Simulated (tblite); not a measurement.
Geometry relaxation, with input and output: CH$_{7}$Ga$_{2}$NO$_{4}$ (part 1 of 2)

The run: geometry relaxation of CH$_{7}$Ga$_{2}$NO$_{4}$, SMILES C[NH][Ga]([OH])[O][Ga]([OH])[OH]. Method and program: GFN2-xTB geometry optimisation, gas phase (tblite 0.8.0).

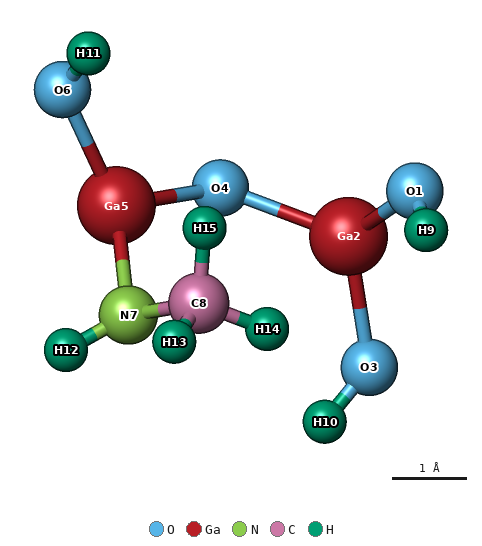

The structure as given in the input (ball-and-stick view, seen at a tilt; atoms are numbered from 1 in the order of the input). Sticks mark near contacts. Bond lengths as drawn: C–H 1.03 to 1.06 Å, C–N 1.45 Å, Ga–N 1.93 Å, Ga–O 1.87 to 1.89 Å, H–N 1.00 Å and H–O 0.96 to 0.98 Å.

Summary

- outcome: converged
- total energy: −747.0854 eV
- hardware: 1 CPU thread, shared host
- wall time: 8.7 s
- peak memory: 0.17 GiB

The input
```
{"job": {"kind": "relax", "xc": "GFN2-xTB", "basis": "xTB"}, "charge": 0, "multiplicity": 1}
O     -0.131149     2.452364     1.721681
Ga     0.581865     0.797610     2.280974
O     -0.426495    -0.179198     3.515024
O      1.456530    -0.195397     0.947621
Ga     0.656747    -0.805110    -0.646069
O      1.416043    -0.155718    -2.246132
N     -1.262395    -0.967520    -0.626882
C     -2.000821     0.275827    -0.677427
H     -1.067911     2.618601     1.583956
H     -1.031300    -0.918240     3.277781
H      1.222056     0.690270    -2.656156
H     -1.645962    -1.734177    -1.143050
H     -2.891317     0.113269    -1.175584
H     -2.174571     0.615655     0.292844
H     -1.433101     0.997166    -1.202103
```

The first line tells a small driver script what to run in tblite; the rest is the geometry in Å.

Launch command:
```bash
OMP_NUM_THREADS=1 python <driver script> task.json out
```

The program's output
```
step      E/eV     max force
  0    -745.18711    2.203
  1    -745.49252    1.840
  2    -745.82240    1.426
  3    -745.98538    1.163
  4    -746.10859    1.059
  5    -746.19796    0.735
  6    -746.22922    0.517
  7    -746.24304    0.324
  8    -746.26049    0.307
  9    -746.27427    0.452
 10    -746.29140    0.566
 11    -746.31096    0.468
 12    -746.33327    0.395
 13    -746.36181    0.471
 14    -746.39901    0.521
 15    -746.43386    0.547
 16    -746.46303    0.608
 17    -746.44360    1.607
 18    -746.49473    0.695
 19    -746.50883    0.282
 20    -746.52130    0.219
 21    -746.54566    0.778
 22    -746.56163    0.218
 23    -746.57101    0.191
 24    -746.58196    0.357
 25    -746.58927    0.251
 26    -746.60416    0.304
 27    -746.62700    0.688
 28    -746.64477    0.385
 29    -746.65393    0.377
 30    -746.66582    0.363
 31    -746.68232    0.436
 32    -746.70110    0.521
 33    -746.71619    0.445
 34    -746.71676    1.124
 35    -746.73885    0.247
 36    -746.74724    0.216
 37    -746.76455    0.281
 38    -746.76882    0.184
 39    -746.77667    0.208
 40    -746.78193    0.232
 41    -746.79127    0.339
 42    -746.80141    0.334
 43    -746.81042    0.382
 44    -746.82057    0.296
 45    -746.82890    0.322
 46    -746.84672    0.360
 47    -746.85870    0.336
 48    -746.87077    0.380
 49    -746.87820    0.374
 50    -746.88047    0.405
 51    -746.89018    0.205
 52    -746.89408    0.196
 53    -746.90300    0.250
 54    -746.90556    0.274
 55    -746.91162    0.233
 56    -746.91410    0.177
 57    -746.91782    0.120
 58    -746.92066    0.140
 59    -746.92367    0.198
 60    -746.92635    0.191
 61    -746.92933    0.152
 62    -746.93217    0.139
 63    -746.93549    0.223
 64    -746.94001    0.213
 65    -746.94384    0.177
 66    -746.95062    0.200
 67    -746.95766    0.273
 68    -746.96452    0.308
 69    -746.97058    0.441
 70    -746.97743    0.256
 71    -746.98370    0.198
 72    -746.98684    0.172
 73    -746.99011    0.258
 74    -746.99446    0.220
 75    -747.00158    0.317
 76    -747.00520    0.279
 77    -747.00844    0.139
 78    -747.01069    0.142
 79    -747.01336    0.129
 80    -747.01609    0.129
 81    -747.01913    0.114
 82    -747.02127    0.137
 83    -747.02322    0.130
 84    -747.02463    0.233
 85    -747.02612    0.140
 86    -747.02764    0.069
 87    -747.02878    0.098
 88    -747.02974    0.069
 89    -747.03059    0.062
 90    -747.03143    0.076
 91    -747.03233    0.088
 92    -747.03365    0.097
 93    -747.03519    0.088
 94    -747.03655    0.091
 95    -747.03740    0.077
 96    -747.03790    0.057
 97    -747.03839    0.076
 98    -747.03892    0.069
 99    -747.03955    0.046
100    -747.03998    0.055
101    -747.04064    0.057
102    -747.04131    0.056
103    -747.04197    0.064
104    -747.04253    0.062
105    -747.04304    0.049
106    -747.04354    0.048
107    -747.04408    0.066
108    -747.04459    0.072
109    -747.04496    0.053
110    -747.04519    0.037
111    -747.04536    0.034
112    -747.04566    0.045
113    -747.04602    0.064
114    -747.04649    0.061
115    -747.04698    0.060
116    -747.04743    0.046
117    -747.04780    0.050
118    -747.04814    0.047
119    -747.04850    0.046
120    -747.04897    0.060
121    -747.04950    0.063
122    -747.04994    0.058
123    -747.05017    0.038
124    -747.05028    0.025
125    -747.05036    0.024
126    -747.05047    0.034
127    -747.05073    0.055
128    -747.05110    0.065
129    -747.05174    0.059
130    -747.05255    0.066
131    -747.05323    0.046
132    -747.05365    0.054
133    -747.05377    0.066
134    -747.05399    0.160
135    -747.05432    0.063
136    -747.05462    0.036
137    -747.05509    0.068
138    -747.05570    0.097
139    -747.05639    0.073
140    -747.05728    0.069
141    -747.05823    0.073
142    -747.05929    0.115
143    -747.06042    0.150
144    -747.06077    0.171
145    -747.06267    0.116
146    -747.06383    0.090
147    -747.06537    0.062
148    -747.06622    0.076
149    -747.06698    0.067
150    -747.06750    0.043
151    -747.06784    0.056
152    -747.06812    0.043
153    -747.06847    0.043
154    -747.06876    0.042
155    -747.06905    0.044
156    -747.06935    0.046
157    -747.06962    0.039
158    -747.06983    0.029
159    -747.06999    0.037
160    -747.07015    0.048
161    -747.07033    0.046
162    -747.07055    0.044
163    -747.07076    0.030
164    -747.07094    0.031
165    -747.07109    0.027
166    -747.07120    0.021
167    -747.07128    0.018
168    -747.07132    0.017
169    -747.07135    0.013
170    -747.07139    0.014
171    -747.07142    0.016
172    -747.07146    0.018
173    -747.07150    0.028
174    -747.07158    0.036
175    -747.07170    0.036
176    -747.07186    0.039
177    -747.07208    0.039
178    -747.07233    0.043
179    -747.07262    0.055
180    -747.07295    0.066
181    -747.07331    0.059
182    -747.07363    0.036
183    -747.07389    0.035
184    -747.07407    0.032
185    -747.07422    0.039
186    -747.07437    0.032
187    -747.07451    0.025
188    -747.07465    0.026
189    -747.07476    0.031
190    -747.07487    0.032
191    -747.07500    0.030
192    -747.07521    0.041
193    -747.07549    0.042
194    -747.07586    0.051
195    -747.07621    0.044
196    -747.07644    0.042
197    -747.07663    0.054
198    -747.07689    0.051
199    -747.07747    0.072
200    -747.07782    0.060
201    -747.07782    0.060
202    -747.07977    0.049
203    -747.08042    0.060
204    -747.08120    0.052
205    -747.08200    0.046
206    -747.08250    0.052
207    -747.08280    0.109
208    -747.08272    0.226
209    -747.08174    0.152
210    -747.08099    0.305
211    -747.08284    0.101
212    -747.08315    0.143
213    -747.08364    0.028
214    -747.08368    0.043
215    -747.08390    0.039
216    -747.08398    0.037
217    -747.08431    0.032
218    -747.08379    0.108
219    -747.08451    0.026
220    -747.08437    0.074
221    -747.08471    0.042
222    -747.08458    0.055
223    -747.08495    0.022
224    -747.08502    0.042
225    -747.08511    0.044
226    -747.08524    0.033
227    -747.08532    0.013
228    -747.08517    0.054
229    -747.08537    0.012
230    -747.08537    0.027
231    -747.08539    0.008
```

Trajectory as extended XYZ (Å, eV, eV/Å), 15 of the 27 frames kept, from step=0 to step=231
```
15
Properties=species:S:1:pos:R:3:forces:R:3 step=0 energy=-745.18711
O    -0.1311    2.4524    1.7217    0.7200  -0.7940   0.3770
Ga    0.5819    0.7976    2.2810   -1.5170  -0.6180  -1.1230
O    -0.4265   -0.1792    3.5150   -0.0130   0.1040  -0.5710
O     1.4565   -0.1954    0.9476   -0.8500   0.1950  -0.0630
Ga    0.6567   -0.8051   -0.6461    0.5120   1.5480  -0.1560
O     1.4160   -0.1557   -2.2461   -0.3540  -0.6340   0.8290
N    -1.2624   -0.9675   -0.6269    1.0800  -0.7920   0.9570
C    -2.0008    0.2758   -0.6774    1.2700  -0.8000  -0.6250
H    -1.0679    2.6186    1.5840    0.2280  -0.2970   0.2600
H    -1.0313   -0.9182    3.2778    0.9310   0.8260   0.0240
H     1.2221    0.6903   -2.6562    0.0320  -0.1270   0.3030
H    -1.6460   -1.7342   -1.1430   -0.2620  -0.1100  -0.4170
H    -2.8913    0.1133   -1.1756   -1.9520  -0.2400  -0.9930
H    -2.1746    0.6157    0.2928   -0.2970   0.5970   1.8170
H    -1.4331    0.9972   -1.2021    0.4720   1.1420  -0.6180
15
Properties=species:S:1:pos:R:3:forces:R:3 step=18 energy=-746.49473
O    -0.0399    2.3477    1.5885   -0.3420   0.2630   0.0890
Ga    0.2497    0.6875    1.9838   -0.0490   0.0090  -0.0420
O    -0.6744   -0.0484    3.2396   -0.0480  -0.5880   0.3680
O     1.3410   -0.1919    0.9505    0.1610  -0.1350  -0.2840
Ga    0.6340   -0.6154   -0.6193    0.0940   0.2450  -0.1340
O     1.3231   -0.2889   -2.2348   -0.0850   0.3110   0.3170
N    -1.2354   -0.9648   -0.5047   -0.0130  -0.0940  -0.1520
C    -2.0742    0.2297   -0.6786   -0.2180   0.3360   0.0400
H    -0.8364    2.7491    1.9582    0.3400  -0.1180  -0.0360
H    -0.6035   -0.9977    3.4330    0.0010   0.6120  -0.2040
H     1.5778    0.6109   -2.4787    0.0720  -0.3940   0.1440
H    -1.4491   -1.5889   -1.2769   -0.0980  -0.1840  -0.0610
H    -3.0404   -0.0319   -1.1091    0.0020  -0.1830   0.0000
H    -2.2696    0.6970    0.2918    0.1080  -0.1470   0.2380
H    -1.6345    1.0113   -1.2968    0.0750   0.0660  -0.2840
15
Properties=species:S:1:pos:R:3:forces:R:3 step=36 energy=-746.74724
O    -0.1530    2.3938    1.5751    0.0880  -0.0300  -0.0180
Ga    0.1874    0.7307    1.9401   -0.0050   0.0210   0.0780
O    -0.5731   -0.0230    3.3063   -0.0320   0.1580   0.0730
O     1.2370   -0.1605    0.8698    0.0490  -0.0220   0.0260
Ga    0.5128   -0.5237   -0.6895    0.0280   0.1060  -0.1730
O     1.3138   -0.0739   -2.1733   -0.0440  -0.1300  -0.0390
N    -1.3128   -1.0018   -0.6833   -0.0290  -0.1150   0.0870
C    -2.2076    0.1714   -0.7151    0.0420  -0.0420  -0.0680
H    -0.5967    2.9036    2.2500   -0.0640   0.0500   0.0760
H    -0.4717   -0.9656    3.4198    0.0310  -0.1110  -0.0020
H     2.1657    0.3533   -2.2554    0.0260   0.0100   0.1100
H    -1.5142   -1.6094   -1.4753   -0.0840   0.0940  -0.0560
H    -3.2373   -0.1443   -0.9016    0.0800  -0.1090   0.0820
H    -2.1623    0.6681    0.2663    0.0380  -0.0510  -0.1290
H    -1.9198    0.8869   -1.4874   -0.1250   0.1700  -0.0480
15
Properties=species:S:1:pos:R:3:forces:R:3 step=54 energy=-746.90556
O    -0.0676    2.5396    1.7979   -0.0020  -0.0560  -0.0200
Ga    0.1571    0.8244    1.9883    0.0350   0.0480  -0.0230
O    -0.3995    0.0520    3.4429    0.0160  -0.0350   0.0510
O     0.9540   -0.0511    0.7169    0.0050   0.0660   0.0250
Ga    0.4357   -0.3656   -0.9376   -0.0240  -0.0810  -0.1240
O     1.7061   -0.2424   -2.1449   -0.2330  -0.1170   0.0850
N    -1.3570   -0.9137   -1.0831    0.0970   0.0260  -0.0080
C    -2.4119    0.0693   -0.8039    0.0740  -0.0650   0.0210
H    -0.3976    2.9997    2.5687   -0.0320   0.0210   0.0410
H    -0.2776   -0.8948    3.5255   -0.0120   0.0460  -0.0250
H     2.5342    0.0673   -1.7784    0.1580   0.0360  -0.0010
H    -1.5567   -1.4356   -1.9342   -0.0420   0.1390  -0.0030
H    -3.3133   -0.4493   -0.4701   -0.0310  -0.1000  -0.0660
H    -2.0747    0.7060    0.0216   -0.0260   0.0560   0.0030
H    -2.6628    0.6998   -1.6631    0.0160   0.0170   0.0440
15
Properties=species:S:1:pos:R:3:forces:R:3 step=63 energy=-746.93549
O    -0.0489    2.5826    1.8791   -0.0490   0.0890   0.0220
Ga    0.1634    0.8676    2.0079    0.0140   0.0300  -0.0470
O    -0.3367    0.0860    3.4780    0.0250  -0.0520   0.0210
O     0.8856    0.0548    0.6601    0.0200  -0.0070   0.0760
Ga    0.4410   -0.3716   -0.9851   -0.0360   0.0590  -0.0090
O     1.8118   -0.4517   -2.0695   -0.2050  -0.0680  -0.0570
N    -1.3516   -0.8227   -1.2262    0.0490  -0.0280  -0.0720
C    -2.4673    0.0337   -0.8122    0.1130  -0.0210   0.0330
H    -0.3812    3.0091    2.6692   -0.0110   0.0190   0.0070
H    -0.2215   -0.8611    3.5550   -0.0090   0.0120  -0.0110
H     2.5969   -0.0339   -1.7130    0.1070  -0.0230   0.0360
H    -1.5550   -1.2263   -2.1349    0.0680  -0.0130  -0.0540
H    -3.2589   -0.6018   -0.4107   -0.1160  -0.0190  -0.0330
H    -2.1461    0.7097   -0.0135    0.0440  -0.0130   0.0340
H    -2.8632    0.6312   -1.6379   -0.0130   0.0360   0.0540
```
